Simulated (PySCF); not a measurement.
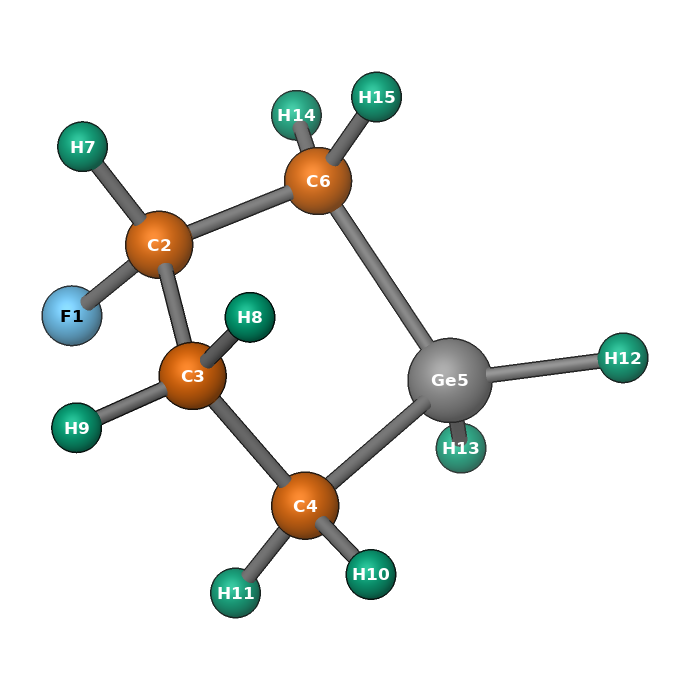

Computed geometry: PBE0-D3(BJ)/def2-SVP optimisation. No frequency run is at hand to confirm it as a minimum. Method: delta-SCF UKS SCAN, pcX-2 on the ionised atom, pcseg-1 elsewhere, spin-free X2C (PySCF 2.14.0).

Give the core-electron binding energies (to vacuum) of F1 1s, C2 1s, C3 1s, C4 1s, C6 1s.

```
atom  level  binding energy (eV)
  F1     1s                692.0
  C2     1s                292.8
  C3     1s                290.8
  C4     1s                290.1
  C6     1s                290.2
```
